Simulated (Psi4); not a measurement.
# Si2NH6Cl (SMILES N[SiH]([SiH3])Cl) at 5 levels

Wanted: a comparison of 5 runs (BHLYP/6-31G*, CAM-B3LYP/6-31G*, M06-2X/6-31G*, PBE0/6-31G*, wB97X/6-31G*) of Si2NH6Cl. 

The results are computed with Psi4 1.11.

1 further run of the same task is left out (set aside as unsound or not needed). Runs told in other sessions of the task aren't counted.

### 1 The system as given

The species is Si2NH6Cl (10 atoms), meant as a singlet with charge 0. As SMILES, `N[SiH]([SiH3])Cl`. The Si3–H8 distance was set to 2.228 Å, away from the relaxed value. At this shape a bond of the SMILES string is far longer than usual.

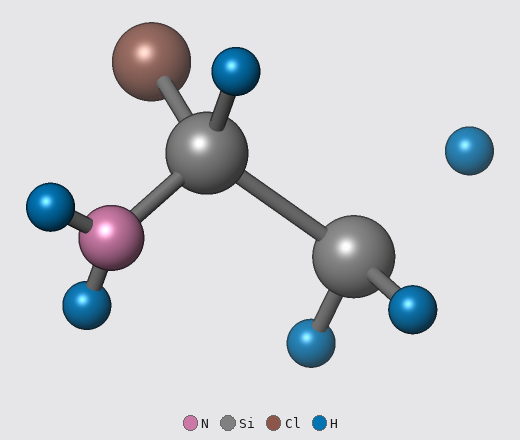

Viewed from a chosen angle; nitrogen pink, silicon grey, chlorine brown, hydrogen blue.

### 2 The energy at BHLYP/6-31G(d) (spherical functions) (run 1)

clh6nsi2.xyz reads:

```xyz
10
ClH6NSi2
N     -0.597501     2.366308    -0.352349
Si    -0.185801     0.750308    -0.710449
Si     0.580899    -0.304892     1.227851
Cl    -1.766701    -0.409892    -1.414149
H     -1.163901     2.583208     0.452151
H     -0.754701     3.028208    -1.096249
H      0.791999     0.785908    -1.823949
H      0.872200    -2.482600     0.855100
H     -0.433201    -0.127892     2.303751
H      1.865799     0.293308     1.679651
```

calc.py reads:

```python
import psi4

psi4.set_memory(2200000000)
psi4.set_num_threads(1)
psi4.core.set_output_file('psi4.out', False)

with open('clh6nsi2.xyz') as f:
    atoms = ''.join(f.readlines()[2:])
molecule = psi4.geometry('0 1\n' + atoms + 'symmetry c1\nno_reorient\nno_com')

options = {'puream': True, 'e_convergence': 1e-09, 'd_convergence': 1e-08, 'scf_type': 'pk', 'dft_radial_points': 99, 'dft_spherical_points': 590}
psi4.set_options(options)

result, w = psi4.energy('bhhlyp/6-31G*', return_wfn=True)
psi4.oeprop(w, 'QUADRUPOLE', 'MULLIKEN_CHARGES', 'WIBERG_LOWDIN_INDICES', title='BHHLYP')
print(f'bhhlyp/6-31G* energy: {result:.10f} Eh')
```

Started as:

```bash
$ python calc.py
```

psi4.out:

```text
[...]
  Running in c1 symmetry.
[...]
  Nuclear repulsion =  271.850120468950706
[...]
  Multiplicity = 1
[...]
  Nalpha       = 29
  Nbeta        = 29
[...]
    Number of basis functions: 80
[...]
   @RKS iter   1: -1097.27110928396905   -4.59904e-01   7.33916e-03 DIIS/ADIIS
[...]
   @RKS iter  11: -1097.44228282511222   -7.27596e-12   6.18195e-09 DIIS
[...]
    Orbital Energies [Eh]
    ---------------------
    Doubly Occupied:
       1A   -102.769842     2A    -67.189343     3A    -67.170800
       4A    -14.809482     5A     -9.863564     6A     -7.513191
       7A     -7.508841     8A     -7.508737     9A     -5.654406
      10A     -5.639244    11A     -3.918609    12A     -3.916803
      13A     -3.916349    14A     -3.902507    15A     -3.901157
      16A     -3.900850    17A     -0.992632    18A     -0.924300
      19A     -0.648317    20A     -0.596133    21A     -0.578312
      22A     -0.490656    23A     -0.450889    24A     -0.422721
      25A     -0.410019    26A     -0.377564    27A     -0.347629
      28A     -0.347453    29A     -0.320843
[...]
  @RKS Final Energy: -1097.44228282511222
   => Energetics <=
    Nuclear Repulsion Energy =            271.8501204689507063
    One-Electron Energy =               -2057.4773432450824657
    Two-Electron Energy =                 728.8963572480462290
    DFT Exchange-Correlation Energy =     -40.7114172970269195
    Empirical Dispersion Energy =           0.0000000000000000
    VV10 Nonlocal Energy =                  0.0000000000000000
    Total Energy =                      -1097.4422828251122155
[...]
 Multipole Moments:
 ------------------------------------------------------------------------------------
     Multipole            Electronic (a.u.)      Nuclear  (a.u.)        Total (a.u.)
 ------------------------------------------------------------------------------------
 L = 1.  Multiply by 2.5417464519 to convert [e a0] to [Debye]
 Dipole X            :         52.0729134          -51.9804263            0.0924871
 Dipole Y            :        -36.3160952           37.6281435            1.3120483
 Dipole Z            :         32.2191074          -31.9229412            0.2961661
 Magnitude           :                                                    1.3482355
 L = 2.  Multiply by 1.3450342976 to convert [e a0^2] to [Debye ang]
 Quadrupole XX       :       -279.8445827          241.9347354          -37.9098473
 Quadrupole XY       :         26.5916138          -29.4610284           -2.8694146
[...]
  Mulliken Charges: (a.u.)
   Center  Symbol    Alpha    Beta     Spin     Total
       1     N     3.96382  3.96382  0.00000 -0.92763
       2    SI     6.68213  6.68213  0.00000  0.63575
       3    SI     6.91400  6.91400  0.00000  0.17201
       4    CL     8.65588  8.65588  0.00000 -0.31176
       5     H     0.31986  0.31986  0.00000  0.36028
       6     H     0.31655  0.31655  0.00000  0.36689
       7     H     0.53815  0.53815  0.00000 -0.07630
       8     H     0.54522  0.54522  0.00000 -0.09043
       9     H     0.53227  0.53227  0.00000 -0.06454
      10     H     0.53213  0.53213  0.00000 -0.06427
[...]
```

The script printed:

```text
bhhlyp/6-31G* energy: -1097.4422828251 Eh
```

Wall time 9.3 s (1 thread of AMD EPYC 9R45 (Zen 5), shared host); peak memory 1.3 GiB.

### 3 Energy and gradient at CAM-B3LYP/6-31G(d) (spherical functions) (run 2)

job.py reads:

```python
import psi4

psi4.set_memory(2200000000)
psi4.set_num_threads(1)
psi4.set_output_file('run.log', False)

m = psi4.geometry("""
0 1
N
Si 1 1.705634
Si 2 2.336297 1 109.44772
Cl 2 2.083387 1 114.54272 3 119.01357
H 1 1.007509 2 120.48504 4 71.57863
H 1 1.008073 5 111.11423 2 148.78875
H 2 1.48231 1 107.10852 5 -172.32826
H 3 2.2285 2 110.21151 7 -67.03577
H 3 1.489056 8 109.02835 2 119.35608
H 3 1.487594 9 108.72324 8 -119.10603
units angstrom
symmetry c1
""")

psi4.set_options({
    'basis': '6-31G*',
    'puream': True,
    'e_convergence': 1e-09,
    'd_convergence': 1e-08,
    'scf_type': 'pk',
    'dft_radial_points': 99,
    'dft_spherical_points': 590,
})

E, wfn = psi4.gradient("cam-b3lyp", return_wfn=True)
print('gradient / Eh bohr^-1')
print(E.np.round(6))
print(f'energy = {wfn.energy():.10f} Eh')
for k, v in sorted(psi4.core.scalar_variables().items()):
    print(f'{k:45s} {v:18.10f}')
```

Started as:

```bash
$ python job.py
```

run.log, cut to the lines that bear on the results:

```text
[...]
  Running in c1 symmetry.
[...]
  Nuclear repulsion =  271.850135060011496
[...]
  Multiplicity = 1
[...]
  Nalpha       = 29
  Nbeta        = 29
[...]
    Number of basis functions: 80
[...]
   @RKS iter   1: -1097.27266225468293   -4.45105e-01   7.98719e-03 DIIS/ADIIS
[...]
   @RKS iter  11: -1097.46920956228314   -1.27329e-11   9.89110e-09 DIIS
[...]
  @RKS Final Energy: -1097.46920956228314
   => Energetics <=
    Nuclear Repulsion Energy =            271.8501350600114961
    One-Electron Energy =               -2057.4573569525750827
    Two-Electron Energy =                 748.1075818767417331
    DFT Exchange-Correlation Energy =     -59.9695695464613152
    Empirical Dispersion Energy =           0.0000000000000000
    VV10 Nonlocal Energy =                  0.0000000000000000
    Total Energy =                      -1097.4692095622831403
[...]
 Multipole Moments:
 ------------------------------------------------------------------------------------
     Multipole            Electronic (a.u.)      Nuclear  (a.u.)        Total (a.u.)
 ------------------------------------------------------------------------------------
 L = 1.  Multiply by 2.5417464519 to convert [e a0] to [Debye]
 Dipole X            :          4.1504160           -4.5357047           -0.3852887
 Dipole Y            :          5.7683959           -5.8797754           -0.1113796
 Dipole Z            :          1.0947270           -2.3679256           -1.2731986
 Magnitude           :                                                    1.3348736
[...]
  -Total Gradient:
     Atom            X                  Y                   Z
    ------   -----------------  -----------------  -----------------
       1        0.000878534338     0.003098805779     0.000785138026
       2        0.002934777629    -0.001617429297    -0.008566032247
       3       -0.006253355579    -0.000183777150    -0.053463485851
       4       -0.003149619704    -0.002132874308    -0.000839918420
       5       -0.002512641097     0.002277500700     0.002521029376
       6        0.001451944503    -0.003456067794     0.001765009875
       7       -0.000796927623     0.001542976716     0.000562707424
       8        0.008162742827    -0.000575399217     0.064978068550
       9        0.000577623993     0.000574561303    -0.004059179087
      10       -0.001298611691     0.000470156384    -0.003679419542
[...]
```

On the terminal:

```text
gradient / Eh bohr^-1
[[ 0.000879  0.003099  0.000785]
 [ 0.002935 -0.001617 -0.008566]
 [-0.006253 -0.000184 -0.053463]
 [-0.00315  -0.002133 -0.00084 ]
 [-0.002513  0.002278  0.002521]
 [ 0.001452 -0.003456  0.001765]
 [-0.000797  0.001543  0.000563]
 [ 0.008163 -0.000575  0.064978]
 [ 0.000578  0.000575 -0.004059]
 [-0.001299  0.00047  -0.003679]]
energy = -1097.4692095623 Eh
CURRENT ENERGY                                  -1097.4692095623
CURRENT REFERENCE ENERGY                        -1097.4692095623
DD SOLVATION ENERGY                                 0.0000000000
DFT FUNCTIONAL TOTAL ENERGY                     -1097.4692095623
DFT TOTAL ENERGY                                -1097.4692095623
DFT VV10 ENERGY                                     0.0000000000
DFT XC ENERGY                                     -59.9695695465
GRID ELECTRONS ALPHA                               28.9999991653
GRID ELECTRONS BETA                                28.9999991653
GRID ELECTRONS TOTAL                               57.9999983306
NUCLEAR REPULSION ENERGY                          271.8501350600
ONE-ELECTRON ENERGY                             -2057.4573569526
PCM POLARIZATION ENERGY                             0.0000000000
PE ENERGY                                           0.0000000000
SCF ITERATION ENERGY                            -1097.4692095623
SCF ITERATIONS                                     11.0000000000
SCF TOTAL ENERGY                                -1097.4692095623
TWO-ELECTRON ENERGY                               748.1075818767
XC GRID RADIAL POINTS                              99.0000000000
XC GRID SPHERICAL POINTS                          590.0000000000
XC GRID TOTAL POINTS                           551790.0000000000
```

Wall time 19 s (1 thread of AMD EPYC 9R45 (Zen 5), shared host); peak memory 1.3 GiB.

Runs 3 to 4 aren't shown in full; the table further down has their settings and results.

### 4 Energy and gradient at wB97X/6-31G(d) (spherical functions) (run 5)

input.dat reads:

```
memory 2.2 GB

molecule {
  N     -0.597501     2.366308    -0.352349
  Si    -0.185801     0.750308    -0.710449
  Si     0.580899    -0.304892     1.227851
  Cl    -1.766701    -0.409892    -1.414149
  H     -1.163901     2.583208     0.452151
  H     -0.754701     3.028208    -1.096249
  H      0.791999     0.785908    -1.823949
  H      0.872200    -2.482600     0.855100
  H     -0.433201    -0.127892     2.303751
  H      1.865799     0.293308     1.679651
  symmetry c1
}

set {
  puream true
  e_convergence 1e-09
  d_convergence 1e-08
  scf_type pk
  dft_radial_points 99
  dft_spherical_points 590
}

energy_value, wavefunction = gradient("wb97x/6-31G*", return_wfn=True)
oeprop(wavefunction, "DIPOLE", "LOWDIN_CHARGES", "MAYER_INDICES")
```

Started as:

```bash
$ psi4 input.dat output.dat -n 1
```

output.dat, cut to the lines that bear on the results:

```text
[...]
  Running in c1 symmetry.
[...]
  Nuclear repulsion =  271.850120468950649
[...]
  Multiplicity = 1
[...]
  Nalpha       = 29
  Nbeta        = 29
[...]
    Number of basis functions: 80
[...]
   @RKS iter   1: -1097.29410113088602   -5.84768e-01   7.02236e-03 ADIIS/DIIS
[...]
   @RKS iter  11: -1097.45118431421270   -1.11413e-11   8.72240e-09 DIIS
[...]
  @RKS Final Energy: -1097.45118431421270
   => Energetics <=
    Nuclear Repulsion Energy =            271.8501204689506494
    One-Electron Energy =               -2057.4368867562061496
    Two-Electron Energy =                 747.4301561833354981
    DFT Exchange-Correlation Energy =     -59.2945742102924811
    Empirical Dispersion Energy =           0.0000000000000000
    VV10 Nonlocal Energy =                  0.0000000000000000
    Total Energy =                      -1097.4511843142126963
[...]
  -Total Gradient:
     Atom            X                  Y                   Z
    ------   -----------------  -----------------  -----------------
       1       -0.000840071254    -0.002292892592    -0.003518912174
       2       -0.003310142757     0.009193999668     0.004130959054
       3       -0.006901380241     0.054459110987     0.011239034531
       4        0.001586520406     0.000385762096     0.000511477723
       5        0.002093969394    -0.001086965202    -0.002738030968
       6       -0.000049621134    -0.001906126315     0.002754353654
       7       -0.000112056096     0.000135963895    -0.001090125581
       8        0.008618843514    -0.066206236304    -0.011556846061
       9       -0.001090751714     0.003668431573     0.000147080314
      10       -0.000280621217     0.003671730636     0.000103272867
[...]
 Multipole Moments:
 ------------------------------------------------------------------------------------
     Multipole            Electronic (a.u.)      Nuclear  (a.u.)        Total (a.u.)
 ------------------------------------------------------------------------------------
 L = 1.  Multiply by 2.5417464519 to convert [e a0] to [Debye]
 Dipole X            :         -5.1219929            5.2107493            0.0887564
 Dipole Y            :         -1.3641763            2.6888555            1.3246793
 Dipole Z            :         -4.8363623            5.1351341            0.2987719
 Magnitude           :                                                    1.3608517
[...]
```

Wall time 18 s (1 thread of AMD EPYC 9R45 (Zen 5), shared host); peak memory 1.3 GiB.

### 5 Overview of the runs

```csv
run,level,task,energy (Eh),dipole moment (D),HOMO energy (eV),LUMO energy (eV),wall time
1,BHLYP/6-31G* (spherical functions),energy,-1097.442283,3.43,-8.73,-0.60,9.3 s
2,CAM-B3LYP/6-31G* (spherical functions),gradient,-1097.469210,3.39,-8.97,-0.42,19 s
3,M06-2X/6-31G* (spherical functions),energy,-1097.376230,3.34,-8.72,-0.72,21 s
4,PBE0/6-31G* (spherical functions),energy,-1097.019397,3.34,-7.75,-1.57,11 s
5,wB97X/6-31G* (spherical functions),gradient,-1097.451184,3.46,-10.00,0.52,18 s
```

### 6 Outcome

| quantity | value |
| --- | --- |
| run 5: total energy | -1097.45118 Eh |
| run 5: dipole moment | 3.46 D |
| run 5: HOMO energy | -10.00 eV |
| run 5: LUMO energy | 0.52 eV |
| run 5: HOMO–LUMO gap | 10.53 eV |
| run 5: largest force on an atom | 3.484 eV/Å |

In words: The dipole moment (its size) runs from 3.34 D (M06-2X/6-31G*) to 3.46 D (wB97X/6-31G*). The HOMO–LUMO gap runs from 6.18 eV (PBE0/6-31G*) to 10.53 eV (wB97X/6-31G*). Totals of different functionals can't be ranked against each other. In all runs a closed-shell determinant meets a far-stretched bond; if it breaks into open shells, such a determinant describes it badly, and no broken-symmetry solution was shown. All runs together took 79 s, the longest 21 s.
